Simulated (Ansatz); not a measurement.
**BNH (doublet): one geometry, many settings at angle B1–N2–H3 = 141.7°**

What do other methods and options give for BNH (doublet) at this geometry, and how long do they take?

Program: Ansatz 0.2.0, Gaussian basis. Level of theory: the settings change from run to run. These are calculated values, not measurements.

15 further runs of the same task are left out: 2 for a known fault of the program, 1 for a mislabelled method, 8 that didn't finish, 4 set aside as unsound or not needed.

### 1 The geometry

The geometry derives from a PBE0/def2-TZVP stationary point (not a proven minimum). One angle is set to the value named; bond lengths are kept.

3 atoms, charge 0, spin multiplicity 2.

Atoms are counted from 1 here; the program's logs count them from 0.

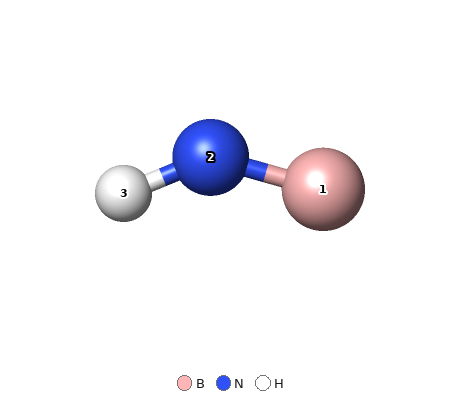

The structure; boron pink, nitrogen blue, hydrogen white; atoms are numbered from 1 in the order of the file.

### 2 BCCD(T) on UHF/6-31++G**

File in.yaml:

```yaml
crystal:
  periodic: [false, false, false]
  atoms:
    - {symbol: B, position_ang: [0.222552, 0.000000, 0.714078]}
    - {symbol: N, position_ang: [-0.182104, 0.000000, -0.451209]}
    - {symbol: H, position_ang: [0.143524, 0.000000, -1.388918]}
basis:
  gaussian: {orbitals: "6-31++G**"}
magnetization: {spin_polarized: true, initial_magnetization: 1}
hamiltonian: {pseudopotentials: {relativity: none}}
correlation: {method: bccd_t, electrons: all}
output: {forces: true}
```

Started as:

```
ansatz run in.yaml --threads 1 --pin off --events-out ev --progress --plain --max-ram 2393MiB
```

What it wrote (excerpt; [...] marks lines left out):

```text
Functional definition: HF
  name "HF"
  cite "Fock, Z. Phys. 61, 126 (1930) doi:10.1007/BF01340294"
  parent pbe
[...]
396 factors; integrals over basis functions are off by at most 1.4e-3 eV
[...]
mean field -2167.38812362 eV, -79.6500444345 hartree, gradient 4.4e-6 eV, S^2 0.829114; 4 other end points of the search recorded, 0 dependent functions left out
determinant -2167.38812362 eV, -79.6500444345 hartree, with singles and doubles -2174.03069089 eV, -79.8941542792 hartree
determinant -2165.25360908 eV, -79.5716024722 hartree, with singles and doubles -2171.44088856 eV, -79.7989807992 hartree
determinant -2165.00853040 eV, -79.5625959968 hartree, with singles and doubles -2171.13073692 eV, -79.7875829366 hartree
reference -2167.38812362 eV, -79.6500444345 hartree; 7, 6 occupied and 37, 38 virtual orbitals, 396 factors
second order -6.30030643 eV of doubles, -0.00000000 eV of singles
cycle   1  -6.61544347 eV  change   -2.6e-1 eV  update   2.1e-2
[...]
cycle  15  -6.63349287 eV  change    6.3e-7 eV  update   8.2e-7
perturbative correction -0.29135226 eV, -0.0107069980 hartree
[...]
Total energy: -2174.31296874 eV, -79.9045277991 hartree
Atom 0 at     0.222552     0.000000     0.714078 Å, force     0.561995    -0.000000     2.969604 eV/Å
Atom 1 at    -0.182104     0.000000    -0.451209 Å, force    -0.187626     0.000000    -2.368513 eV/Å
Atom 2 at     0.143524     0.000000    -1.388918 Å, force    -0.374369     0.000000    -0.601091 eV/Å
Dipole moment:     0.194872    -0.000000    -0.064554 e Å
```

Wall time 8.5 s (1 thread of Arm Neoverse V1, shared host).

From the report: ⟨S²⟩ of the determinant 0.829 (pure doublet: 0.75); correlation -6.9248 eV; largest double amplitude 0.05.

### 3 HF/cc-pVDZ

File in.yaml:

```yaml
crystal:
  periodic: [false, false, false]
  atoms:
    - {symbol: B, position_ang: [0.222552, 0.000000, 0.714078]}
    - {symbol: N, position_ang: [-0.182104, 0.000000, -0.451209]}
    - {symbol: H, position_ang: [0.143524, 0.000000, -1.388918]}
basis:
  gaussian: {orbitals: cc-pVDZ}
magnetization: {spin_polarized: false, initial_magnetization: 1}
hamiltonian: {xc: hf}
output: {orbitals: {seedname: orbitals}}
```

Launched as before.

What it wrote:

```text
Functional definition: HF
  name "HF"
  cite "Fock, Z. Phys. 61, 126 (1930) doi:10.1007/BF01340294"
  parent pbe
  exchange = exact_x
  correlation = 0
313 factors; integrals over basis functions are off by at most 1.1e-3 eV
mean field evaluation 1: about -2163.9347 eV, gradient 3.4e1 eV
mean field evaluation 2: about -2163.9356 eV, gradient 3.4e1 eV
mean field evaluation 4: about -2167.1501 eV, gradient 3.6e0 eV
mean field evaluation 8: about -2167.2690 eV, gradient 1.5e-1 eV
mean field evaluation 16: about -2163.9261 eV, gradient 1.7e1 eV
mean field evaluation 32: about -2165.3130 eV, gradient 1.9e0 eV
mean field -2167.26946200 eV, -79.6456837004 hartree, gradient 2.3e-5 eV, S^2 0.750000; 0 other end points of the search recorded, 0 dependent functions left out
reference -2167.26946200 eV, -79.6456837004 hartree; 7, 6 occupied and 26, 27 virtual orbitals, 313 factors
Total energy: -2167.26946200 eV, -79.6456837004 hartree
```

It took 0.18 s on 1 thread of Arm Neoverse V1, shared host.

### 4 MP2 on UHF/6-31G

File in.yaml:

```yaml
crystal:
  periodic: [false, false, false]
  atoms:
    - {symbol: B, position_ang: [0.222552, 0.000000, 0.714078]}
    - {symbol: N, position_ang: [-0.182104, 0.000000, -0.451209]}
    - {symbol: H, position_ang: [0.143524, 0.000000, -1.388918]}
basis:
  gaussian: {orbitals: 6-31G}
magnetization: {spin_polarized: true, initial_magnetization: 1}
correlation: {method: mp2, electrons: all}
accuracy: high
scf: {lower_state_search: full}
```

Launched as before.

What it wrote:

```text
Functional definition: HF
  name "HF"
  cite "Fock, Z. Phys. 61, 126 (1930) doi:10.1007/BF01340294"
  parent pbe
  exchange = exact_x
  correlation = 0
474 factors; integrals over basis functions are off by at most 3.3e-9 eV
mean field evaluation 1: about -2162.8353 eV, gradient 2.5e1 eV
mean field evaluation 2: about -2162.8383 eV, gradient 2.5e1 eV
mean field evaluation 4: about -2166.0894 eV, gradient 2.7e0 eV
mean field evaluation 8: about -2166.3626 eV, gradient 3.7e-1 eV
mean field evaluation 16: about -2166.3709 eV, gradient 3.4e-8 eV
mean field evaluation 32: about -2163.9400 eV, gradient 3.7e-6 eV
mean field evaluation 64: about -2164.2983 eV, gradient 2.6e0 eV
mean field evaluation 96: about -2163.9399 eV, gradient 5.1e-2 eV
mean field -2166.37090709 eV, -79.6126624166 hartree, gradient 3.4e-8 eV, S^2 0.874177; 8 other end points of the search recorded, 0 dependent functions left out
reference -2166.37090709 eV, -79.6126624166 hartree; 7, 6 occupied and 13, 14 virtual orbitals, 474 factors
second order -4.13243423 eV of doubles, -0.00000000 eV of singles
Total energy: -2170.50334132 eV, -79.7645265736 hartree
```

It took 0.36 s on 1 thread of Arm Neoverse V1, shared host.

From the report: ⟨S²⟩ of the determinant 0.874 (pure doublet: 0.75).

### 5 MRCISD+Q(5,3)/6-31G

File in.yaml:

```yaml
crystal:
  periodic: [false, false, false]
  atoms:
    - {symbol: B, position_ang: [0.222552, 0.000000, 0.714078]}
    - {symbol: N, position_ang: [-0.182104, 0.000000, -0.451209]}
    - {symbol: H, position_ang: [0.143524, 0.000000, -1.388918]}
basis:
  gaussian: {orbitals: 6-31G}
magnetization: {spin_polarized: false, initial_magnetization: 1}
correlation: {method: fic_mrcisd_q, electrons: outside_noble_gas, active_space: {window: {electrons: 5, orbitals: 3}}}
```

The command is unchanged.

What it wrote (excerpt; [...] marks lines left out):

```text
Functional definition: HF
  name "HF"
  cite "Fock, Z. Phys. 61, 126 (1930) doi:10.1007/BF01340294"
  parent pbe
[...]
290 factors; integrals over basis functions are off by at most 2.8e-4 eV
[...]
mean field -2166.20658566 eV, -79.6066237156 hartree, gradient 2.8e-6 eV, S^2 0.750000; 6 other end points of the search recorded, 0 dependent functions left out
reference -2166.20658566 eV, -79.6066237156 hartree; 7, 6 occupied and 13, 14 virtual orbitals, 290 factors
state -2166.20658566 eV, -79.6066237156 hartree
contracted CI cycle   1: correlation 0.00000000 eV, 0.0000000000 hartree, residual 1.76e1 eV
contracted CI cycle   2: correlation -3.98917589 eV, -0.1465995099 hartree, residual 3.35e0 eV
contracted CI cycle   3: correlation -4.26113227 eV, -0.1565937224 hartree, residual 1.32e0 eV
contracted CI cycle   4: correlation -4.29589478 eV, -0.1578712213 hartree, residual 5.42e-1 eV
contracted CI cycle   5: correlation -4.30197015 eV, -0.1580944872 hartree, residual 2.17e-1 eV
contracted CI cycle   6: correlation -4.30296828 eV, -0.1581311675 hartree, residual 7.52e-2 eV
contracted CI cycle   7: correlation -4.30308150 eV, -0.1581353285 hartree, residual 2.38e-2 eV
contracted CI cycle   8: correlation -4.30309319 eV, -0.1581357579 hartree, residual 6.37e-3 eV
contracted CI cycle   9: correlation -4.30309406 eV, -0.1581357899 hartree, residual 1.70e-3 eV
contracted CI cycle  10: correlation -4.30309412 eV, -0.1581357922 hartree, residual 5.23e-4 eV
contracted CI cycle  11: correlation -4.30309413 eV, -0.1581357924 hartree, residual 1.73e-4 eV
state -2166.20658566 eV, -79.6066237156 hartree; corrected -2170.89503258 eV, -79.7789209618 hartree
WARN: 2 active orbitals are nearly empty or full. The corrections depend on them more than the energy does, and are more stable in an active space without them
Total energy: -2170.89503258 eV, -79.7789209618 hartree
```

Wall time 0.57 s (1 thread of Arm Neoverse V1, shared host).

From the report: 2 determinants; active occupations 2.00, 2.00, 1.00. The report marks this result as in doubt.

### 6 CCSD(T) on UHF/6-31G

File in.yaml:

```yaml
crystal:
  periodic: [false, false, false]
  atoms:
    - {symbol: B, position_ang: [0.222552, 0.000000, 0.714078]}
    - {symbol: N, position_ang: [-0.182104, 0.000000, -0.451209]}
    - {symbol: H, position_ang: [0.143524, 0.000000, -1.388918]}
basis:
  gaussian: {orbitals: 6-31G}
magnetization: {spin_polarized: true, initial_magnetization: 1}
correlation: {method: ccsd_t, electrons: valence, diis_vectors: 12}
scf: {omitted_lower_state_checks: [cluster_reference]}
```

Launched as before.

What it wrote (excerpt; [...] marks lines left out):

```text
Functional definition: HF
  name "HF"
  cite "Fock, Z. Phys. 61, 126 (1930) doi:10.1007/BF01340294"
  parent pbe
[...]
290 factors; integrals over basis functions are off by at most 2.8e-4 eV
[...]
mean field -2166.37085832 eV, -79.6126606242 hartree, gradient 7.4e-6 eV, S^2 0.874179; 6 other end points of the search recorded, 0 dependent functions left out
2 core orbitals not correlated: weight in the atoms' cores, before any rotation towards them, 1.000 or more for the frozen orbitals, at most 0.000 for the correlated occupied ones
reference -2166.37085832 eV, -79.6126606242 hartree; 5, 4 occupied and 13, 14 virtual orbitals, 290 factors
second order -4.06921800 eV of doubles, -0.00000000 eV of singles
cycle   1  -4.06823867 eV  change    9.8e-4 eV  update   8.2e-2
[...]
cycle  13  -4.43377393 eV  change   -1.2e-6 eV  update   5.5e-6
perturbative correction -0.16145730 eV, -0.0059334463 hartree
Total energy: -2170.96608954 eV, -79.7815322571 hartree
Checks for a lower state left out: cluster_reference
```

Run time: 0.63 s. Hardware: 1 thread of Arm Neoverse V1, shared host.

From the report: ⟨S²⟩ of the determinant 0.874 (pure doublet: 0.75); correlation -4.5952 eV; T1 0.036; largest double amplitude 0.09.

### 7 BCCD(T)/6-31G

in.yaml: that of step 6 with these lines changed.

```diff
@@ -7,5 +7,6 @@
 basis:
-  gaussian: {orbitals: 6-31G}
+  gaussian: {orbitals: 6-31G, fitting: {mean_field: def2-universal-jkfit}}
 magnetization: {spin_polarized: true, initial_magnetization: 1}
-correlation: {method: ccsd_t, electrons: valence, diis_vectors: 12}
+hamiltonian: {xc: {name: PBE0}}
+correlation: {method: bccd_t, electrons: valence}
 scf: {omitted_lower_state_checks: [cluster_reference]}
```

Launched as before.

What it wrote (excerpt; [...] marks lines left out):

```text
Functional definition: PBE0
  name "PBE0"
  cite "Adamo & Barone, J. Chem. Phys. 110, 6158 (1999) doi:10.1063/1.478522"
  cite "Perdew, Burke & Ernzerhof, Phys. Rev. Lett. 77, 3865 (1996) doi:10.1103/PhysRevLett.77.3865"
  parent pbe
[...]
170 factors; integrals over basis functions are off by at most 2.1e-2 eV
[...]
mean field -2176.46409368 eV, -79.9835801823 hartree, gradient 9.2e-7 eV, S^2 0.771674; 2 other end points of the search recorded, 0 dependent functions left out
2 core orbitals not correlated: weight in the atoms' cores, before any rotation towards them, 1.000 or more for the frozen orbitals, at most 0.000 for the correlated occupied ones
reference -2166.15323656 eV, -79.6046631721 hartree; 5, 4 occupied and 13, 14 virtual orbitals, 170 factors
second order -4.46107333 eV of doubles, -0.12468351 eV of singles
cycle   1  -4.29625993 eV  change    2.8e-1 eV  update   9.4e-2
[...]
cycle  13  -4.59670664 eV  change   -1.4e-6 eV  update   9.1e-6
perturbative correction -0.20065634 eV, -0.0073739844 hartree
Total energy: -2170.95059954 eV, -79.7809630099 hartree
Checks for a lower state left out: cluster_reference
```

Wall time 1 s (1 thread of Arm Neoverse V1, shared host).

From the report: ⟨S²⟩ of the determinant 0.772 (pure doublet: 0.75); correlation -4.7974 eV; largest double amplitude 0.09.

### 8 CASSCF(3,7)/6-31G

File in.yaml:

```yaml
crystal:
  periodic: [false, false, false]
  atoms:
    - {symbol: B, position_ang: [0.222552, 0.000000, 0.714078]}
    - {symbol: N, position_ang: [-0.182104, 0.000000, -0.451209]}
    - {symbol: H, position_ang: [0.143524, 0.000000, -1.388918]}
basis:
  gaussian: {orbitals: 6-31G}
magnetization: {spin_polarized: false, initial_magnetization: 1}
hamiltonian: {pseudopotentials: {relativity: scalar}}
correlation: {active_space: {window: {electrons: 3, orbitals: 7}}}
```

The command is unchanged.

What it wrote:

```text
Functional definition: HF
  name "HF"
  cite "Fock, Z. Phys. 61, 126 (1930) doi:10.1007/BF01340294"
  parent pbe
  exchange = exact_x
  correlation = 0
290 factors; integrals over basis functions are off by at most 2.8e-4 eV
mean field evaluation 1: about -2163.8006 eV, gradient 3.3e1 eV
mean field evaluation 2: about -2163.8034 eV, gradient 3.3e1 eV
mean field evaluation 4: about -2167.0222 eV, gradient 3.4e0 eV
mean field evaluation 8: about -2167.1287 eV, gradient 1.2e-1 eV
mean field evaluation 16: about -2165.7705 eV, gradient 1.6e1 eV
mean field evaluation 32: about -2164.8394 eV, gradient 5.4e-1 eV
mean field -2167.12892903 eV, -79.6405192090 hartree, gradient 2.8e-6 eV, S^2 0.750000; 6 other end points of the search recorded, 0 dependent functions left out
reference -2167.12892903 eV, -79.6405192090 hartree; 7, 6 occupied and 13, 14 virtual orbitals, 290 factors
state -2167.98152793 eV, -79.6718516406 hartree
Total energy: -2167.98152793 eV, -79.6718516406 hartree
Relativity: scalar
```

It took 1.7 s on 1 thread of Arm Neoverse V1, shared host.

From the report: 147 determinants; active occupations 1.93, 1.00, 0.06, 0.00, 0.00, 0.00, 0.00.

### 9 CASCI(3,3)/6-31G

File in.yaml:

```yaml
crystal:
  periodic: [false, false, false]
  atoms:
    - {symbol: B, position_ang: [0.222552, 0.000000, 0.714078]}
    - {symbol: N, position_ang: [-0.182104, 0.000000, -0.451209]}
    - {symbol: H, position_ang: [0.143524, 0.000000, -1.388918]}
basis:
  gaussian: {orbitals: 6-31G, point_charges: [{charge: 1.00, position_ang: [3.594, 0.171, -0.305]}]}
magnetization: {spin_polarized: false, initial_magnetization: 1}
correlation: {active_space: {window: {electrons: 3, orbitals: 3}, fixed_orbitals: true, states: [{multiplicity: 2, weights: [0.5, 1, 1, 0.5]}]}}
```

Same command.

What it wrote:

```text
Functional definition: HF
  name "HF"
  cite "Fock, Z. Phys. 61, 126 (1930) doi:10.1007/BF01340294"
  parent pbe
  exchange = exact_x
  correlation = 0
457 factors; integrals over basis functions are off by at most 8.4e-8 eV
mean field evaluation 1: about -2162.9401 eV, gradient 3.2e1 eV
mean field evaluation 2: about -2162.9431 eV, gradient 3.2e1 eV
mean field evaluation 4: about -2165.9537 eV, gradient 3.5e0 eV
mean field evaluation 8: about -2166.0802 eV, gradient 1.3e-1 eV
mean field evaluation 16: about -2163.9823 eV, gradient 1.4e0 eV
mean field evaluation 32: about -2164.2630 eV, gradient 1.3e0 eV
mean field -2166.08057470 eV, -79.6019928980 hartree, gradient 2.0e-6 eV, S^2 0.750000; 4 other end points of the search recorded, 0 dependent functions left out
reference -2166.08057470 eV, -79.6019928980 hartree; 7, 6 occupied and 13, 14 virtual orbitals, 457 factors
state -2166.08403971 eV, -79.6021202349 hartree
state -2161.46137170 eV, -79.4322403187 hartree
state -2159.38843867 eV, -79.3560614352 hartree
state -2158.15978002 eV, -79.3109090625 hartree
Total energy: -2160.99057341 eV, -79.4149388008 hartree
```

Run time: 0.18 s. Hardware: 1 thread of Arm Neoverse V1, shared host.

From the report: 9 determinants; active occupations (of the averaged states) 1.33, 1.15, 0.51.

### 10 MRCISD+Q(relaxed)(1,2)/6-31G*

File in.yaml:

```yaml
crystal:
  periodic: [false, false, false]
  atoms:
    - {symbol: B, position_ang: [0.222552, 0.000000, 0.714078]}
    - {symbol: N, position_ang: [-0.182104, 0.000000, -0.451209]}
    - {symbol: H, position_ang: [0.143524, 0.000000, -1.388918]}
basis:
  gaussian: {orbitals: "6-31G*"}
magnetization: {spin_polarized: false, initial_magnetization: 1}
correlation: {method: fic_mrcisd_q_relaxed, electrons: outside_noble_gas, active_space: {window: {electrons: 1, orbitals: 2}, states: [{multiplicity: 2, weights: [1, 0.5]}], root: 0}}
accuracy: high
```

Launched as before.

What it wrote (excerpt; [...] marks lines left out):

```text
Functional definition: HF
  name "HF"
  cite "Fock, Z. Phys. 61, 126 (1930) doi:10.1007/BF01340294"
  parent pbe
[...]
612 factors; integrals over basis functions are off by at most 3.1e-9 eV
[...]
mean field -2166.96527919 eV, -79.6345051883 hartree, gradient 1.8e-8 eV, S^2 0.750000; 6 other end points of the search recorded, 0 dependent functions left out
reference -2166.96527919 eV, -79.6345051883 hartree; 7, 6 occupied and 25, 26 virtual orbitals, 612 factors
state -2166.91389412 eV, -79.6326168219 hartree
state -2159.49132174 eV, -79.3598423180 hartree
contracted CI cycle   1: correlation 0.00000000 eV, 0.0000000000 hartree, residual 2.35e1 eV
contracted CI cycle   2: correlation -5.71683727 eV, -0.2100898948 hartree, residual 4.01e0 eV
contracted CI cycle   3: correlation -5.97135387 eV, -0.2194432073 hartree, residual 1.39e0 eV
[...]
contracted CI cycle 268: correlation -6.42021115 eV, -0.2359384079 hartree, residual 4.09e-7 eV
contracted CI cycle 269: correlation -6.42021115 eV, -0.2359384079 hartree, residual 4.30e-7 eV
contracted CI cycle 270: correlation -6.42021115 eV, -0.2359384079 hartree, residual 7.98e-6 eV
contracted CI cycle 271: correlation -6.42021115 eV, -0.2359384079 hartree, residual 2.18e-7 eV
contracted CI cycle 272: correlation -6.42021115 eV, -0.2359384079 hartree, residual 4.95e-7 eV
contracted CI cycle 273: correlation -6.42021115 eV, -0.2359384079 hartree, residual 2.51e-7 eV
contracted CI cycle 274: correlation -6.42021115 eV, -0.2359384079 hartree, residual 3.09e-7 eV
contracted CI cycle 275: correlation -6.42021115 eV, -0.2359384079 hartree, residual 2.96e-7 eV
contracted CI cycle 276: correlation -6.42021115 eV, -0.2359384079 hartree, residual 2.61e-7 eV
state -2159.49132174 eV, -79.3598423180 hartree; corrected -2167.27475952 eV, -79.6458783807 hartree
Total energy: -2173.46099481 eV, -79.8732183343 hartree
```

It took 3.2 s on 1 thread of Arm Neoverse V1, shared host.

From the report: 2 determinants; active occupations (of the averaged states) 0.67, 0.33.

### 11 The runs in one table

Where basis and cores are those of an earlier FCI/6-31G run (-2171.0075 eV), and the state is the same kind, the miss against it is given. † marks a result that the program doubts.

```csv
level,correlated,functions,energy (eV),from FCI (meV),time
BCCD(T) on UHF/6-31++G**,all,44,-2174.3130,,8.5 s
HF/cc-pVDZ,,33,-2167.2695,,0.18 s
MP2 on UHF/6-31G,all,20,-2170.5033,,0.36 s
"MRCISD+Q(5,3)/6-31G †",outside noble gas,20,-2170.8950,112.5,0.57 s
CCSD(T) on UHF/6-31G,valence,20,-2170.9661,41.4,0.63 s
BCCD(T)/6-31G (on PBE0 orbitals),valence,20,-2170.9506,56.9,1 s
"CASSCF(3,7)/6-31G (relativity set)",,20,-2167.9815,,1.7 s
"CASCI(3,3)/6-31G (mean of several states, beside a point charge)",,20,-2160.9906,,0.18 s
"MRCISD+Q(relaxed)(1,2)/6-31G* (lowest root of an average)",outside noble gas,32,-2173.4610,,3.2 s
```

### 12 What came out

```
quantity                            value
    runs                                9
quickest               HF/cc-pVDZ, 0.18 s
 slowest  BCCD(T) on UHF/6-31++G**, 8.5 s
```

Total energies in different bases, with other cores or another treatment of relativity can't be set against each other. BCCD(T) on UHF/6-31++G** took 47 times as long as HF/cc-pVDZ; the jobs differ in more than the method. Among the correlated runs with a miss given, it spans +41 to +112 meV. Cores frozen from Kohn-Sham orbitals shift the total energy.
